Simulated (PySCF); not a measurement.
## A study: CH$_{5}$AlO$_{2}$, SMILES `C[Al](O)O`

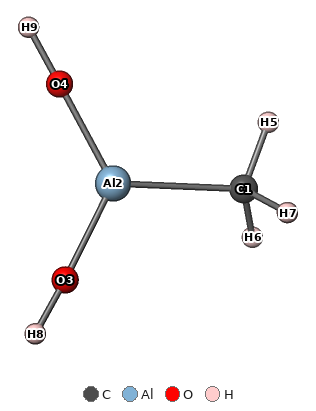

The molecule, with its atoms numbered as below. No frequency check shows the geometry to be a minimum.

Geometry (Å), atoms numbered from 1:

```
C1       1.8839    0.1025   -0.0000
Al2     -0.1065   -0.0006   -0.0006
O3      -0.7856   -1.5010    0.0003
O4      -0.9720    1.4006    0.0003
H5       2.2311    1.1324   -0.0219
H6       2.3006   -0.4173   -0.8605
H7       2.2969   -0.3774    0.8851
H8      -1.2127   -2.3436    0.0005
H9      -1.4739    2.2009    0.0006
```

## 1. Bonding charge

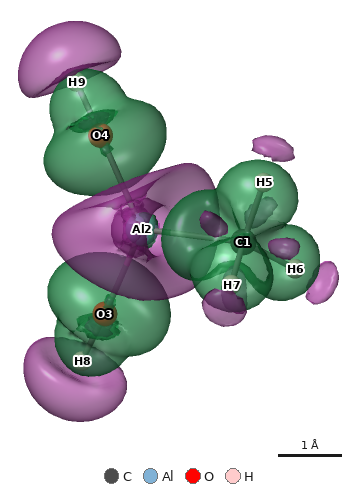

Deformation density (molecule less spherical, spin-averaged free atoms at the same positions), surfaces at ±0.04 e/Å³; green: gain, purple: loss.

Method: PBE/def2-TZVP; geometry: GFN2-xTB; program: PySCF.

Question: How much density has each bond gained at its critical point, relative to the free atoms?

Answer: O4–H9: +0.76 e/Å³ at the bond critical point (bond length 0.94 Å, Mayer order 0.9). O3–H8: +0.76 e/Å³ at the bond critical point (bond length 0.94 Å, Mayer order 0.9). C1–H5: +0.64 e/Å³ at the bond critical point (bond length 1.09 Å, Mayer order 1.0). C1–H6 and C1–H7: +0.62 e/Å³ at the bond critical point (bond length 1.09 Å, Mayer order 0.9). C1–Al2: +0.15 e/Å³ at the bond critical point (bond length 1.99 Å, Mayer order 1.0). Al2–O3: +0.06 e/Å³ at the bond critical point (bond length 1.65 Å, Mayer order 1.2); up to 0.6 Å beside the axis the gain reaches +0.25 e/Å³. Al2–O4: +0.06 e/Å³ at the bond critical point (bond length 1.65 Å, Mayer order 1.2); up to 0.6 Å beside the axis the gain reaches +0.25 e/Å³. In all, 2.0 electrons gather in the regions of gain relative to the promolecule. A small or negative value marks a very polar bond, one between electron-rich atoms, whose free-atom densities already overlap strongly, a long bond to a heavier atom, or a closed-shell contact such as a hydrogen bond.

Question: Where do the Hirshfeld charges lie?

Answer: The highest Hirshfeld charge is on Al2 (+0.57 e), the lowest on O3 (−0.37 e).

```json
{"atom": "C1", "charge (e)": "−0.25"}
{"atom": "Al2", "charge (e)": "+0.57"}
{"atom": "O3", "charge (e)": "−0.37"}
{"atom": "O4", "charge (e)": "−0.37"}
{"atom": "H5", "charge (e)": "+0.03"}
{"atom": "H6", "charge (e)": "+0.03"}
{"atom": "H7", "charge (e)": "+0.03"}
{"atom": "H8", "charge (e)": "+0.17"}
{"atom": "H9", "charge (e)": "+0.17"}
```

## 2. Bond critical points

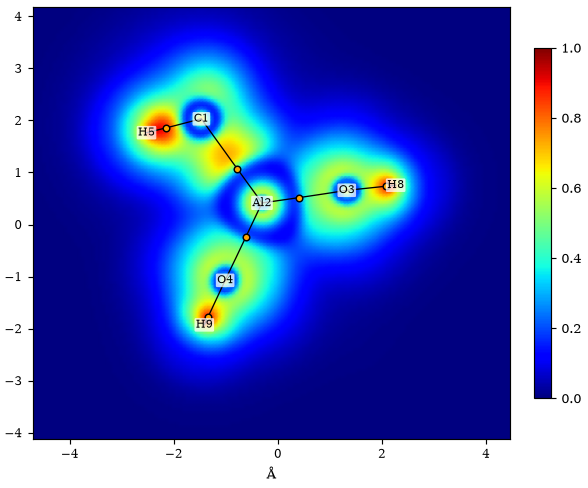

Localised orbital locator (LOL) in the plane of C1, Al2, O3, O4, H5, H8 and H9, with bond paths and bond critical points (dots).

Question: What values does LOL take at the bond critical points in this plane?

Answer: O4–H9: about 0.88; O3–H8: about 0.88; C1–H5: about 0.87; C1–Al2: about 0.37; Al2–O3: about 0.24; Al2–O4: about 0.24. Values above 0.5 mark slow, localised electrons, as in shared pairs; low values at a critical point mark a polar or closed-shell contact whose critical point lies between the shells.

Question: Where along O4–H9 does the critical point lie?

Answer: 0.77 Å from O4 and 0.18 Å from H9.

## 3. Electrostatic potential

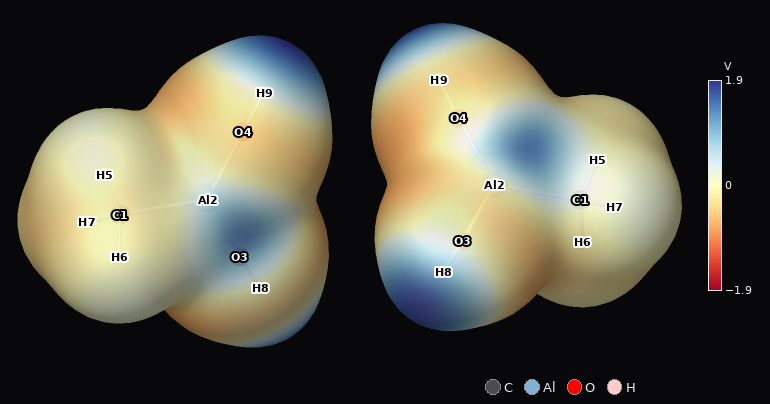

Electrostatic potential on the surface of electron density 0.001 a.u. (back view left, front view right).

Question: Where are the extremes of the potential on the surface?

Answer: Highest: 1.88 V, 1.2 Å from H9. Further maxima include 1.59 V, over Al2, off the plane of its three bonds (1.9 Å); 0.24 V, 1.4 Å from H6. Lowest: −0.80 V, off the O4–H9 bond (1.9 to 2.1 Å from its atoms). Further minima include −0.69 V, off the O4–H9 bond (1.9 to 2.0 Å from its atoms); −0.51 V, near H6 (1.86 Å), H7 (1.92 Å), H5 (1.99 Å) and C1 (2.03 Å). The surface is sampled at points, so like sites can differ by a few per cent and only the strongest of them is named.

Question: What volume does the surface enclose, and what is the dipole moment?

Answer: About 100 Å³; the dipole moment is 0.9 D.

## 4. In an electric field

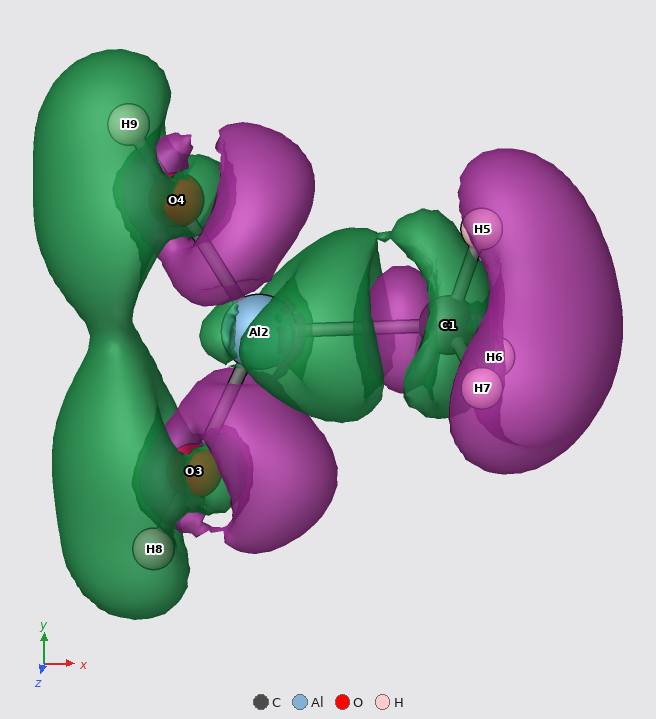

Change of the electron density in a uniform field of 0.21 V/Å, surfaces at ±0.0008 e/Å³ (green: gain, purple: loss).

Level of theory: PBE/def2-TZVP (PySCF), at a geometry from GFN2-xTB. A basis without diffuse functions makes polarisabilities too small.

Question: Along which Cartesian direction does the field point?

Answer: Along +x: electrons gather on the −x side, against the field.

Question: What dipole is induced, and what polarisability does it imply?

Answer: The induced dipole is 0.51 D (along the field); α along this axis, from the fields in both directions, is 50 bohr³ (7.5 Å³).

Question: Which atoms gain and lose the most charge?

Answer: Electrons gather most on Al2 (Hirshfeld charge changes by −0.007 e) and leave H6 and H7 alike most (+0.006 e); 0.046 electrons are displaced in all.

## 5. Removing or adding an electron

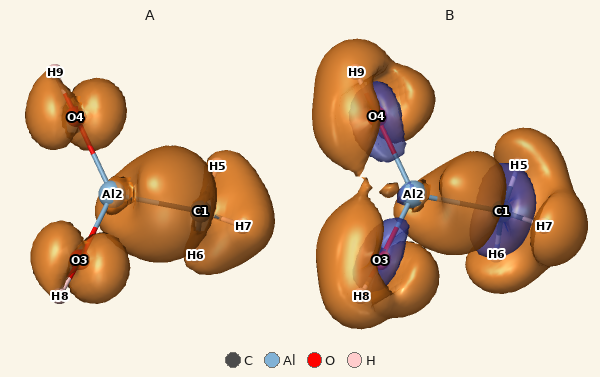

The Fukui function f⁻ from two separate SCF calculations and the density of the HOMO, at ±0.015 e/Å³ (orange positive, blue negative).

Level of theory: PBE/def2-TZVP (PySCF), at a geometry from GFN2-xTB.

Question: Which panel is which, and how good is the frozen-orbital picture?

Answer: B is f⁻ (it has negative regions), A the HOMO density. The HOMO lies on C1 (39 %), Al2 (20 %) and O4 (13 %); f⁻ (Hirshfeld-condensed) is largest on Al2 (0.22), C1 (0.17) and O4 (0.13); the vertical ionisation energy is 9.82 eV (the stability of the cation's solution wasn't checked). Relaxation shifts 22 % of the electron between atoms. The orbital energy is −6.61 eV.

The PySCF runs shown took 36 s, 70 s and 3.2 min on 1 thread of Arm Neoverse V1, on a shared host.
